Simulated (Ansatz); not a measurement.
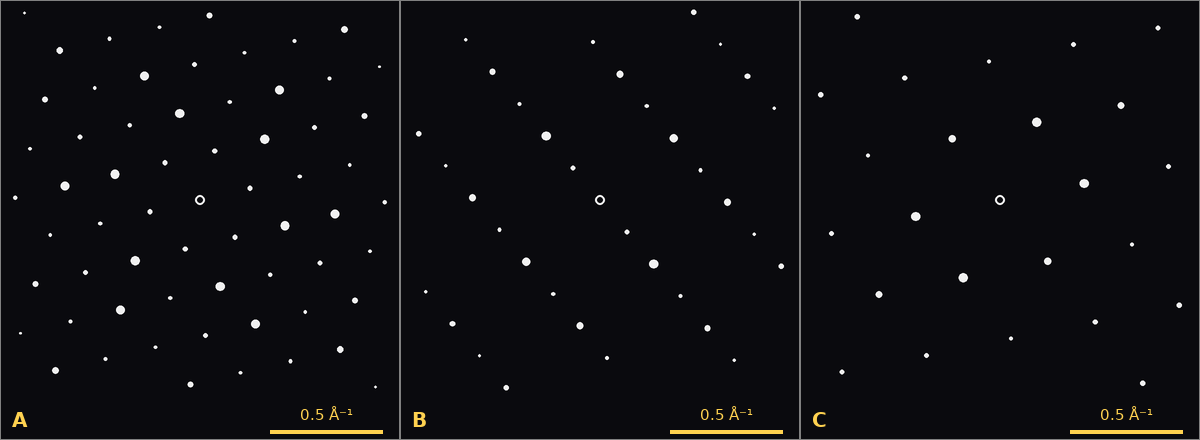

Kinematic electron diffraction patterns (200 kV, B = 0.5 Å², same scale, each along a low-index zone) of three structures of composition CaZr, each relaxed at zero pressure with DFT PBE, scalar-relativistic, plane waves, PAW (Ansatz).

The structures (standard cells):
1. P-6m2 (No. 187), a = 3.317 Å, c = 5.940 Å (hexagonal axes), 2 atoms; generated start, possibly hypothetical
2. P2_13 (No. 198), a = 6.130 Å, 8 atoms; generated start, possibly hypothetical
3. P4/mmm (No. 123), a = 3.266 Å, c = 5.314 Å, 2 atoms; generated start, possibly hypothetical

Which pattern belongs to which structure, and along which zone?

Answer. A is structure 2 along [111] or an equivalent direction: hexagonal net of -1 1 0 at d = 4.33 Å and -1 0 1 at d = 4.33 Å, 60.0° apart. B is structure 3 along [110] or an equivalent direction: rectangular net of 0 0 1 at d = 5.31 Å and 1 -1 0 at d = 2.31 Å, 90.0° apart. C is structure 1 along [101] or an equivalent direction: centred rectangular net of 0 1 0 at d = 2.87 Å and 1 0 -1 at d = 2.59 Å, 63.2° apart.

Which structure lies lowest at this level of theory, and by how much?

Answer. Structure 1 (P-6m2, 28.30 Å³ an atom) is the lowest of these; structure 3 (P4/mmm, 28.34 Å³ an atom) lies about 77 meV an atom higher; structure 2 (P2_13, 28.79 Å³ an atom) lies about 250 meV an atom higher. These are static energies at 0 K; other structures, not shown, may lie lower still.
